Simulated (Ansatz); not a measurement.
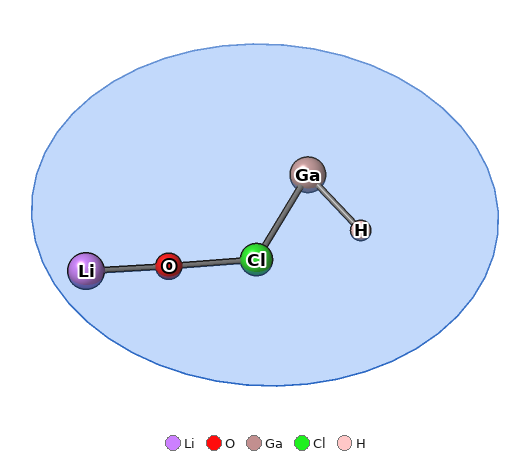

All proper rotation axes (lines) and mirror planes (discs) of the structure are drawn in. Atoms fade into the background with distance from the viewer. The computed structure is the end point of a PBE-D4/def2-SVP optimisation. No frequency run is at hand to confirm it as a minimum.

> Name the symmetry elements and the point group.

It has 1 mirror plane. Point group Cs. The group has 2 operations. The geometry is achiral, and symmetry allows a dipole moment.
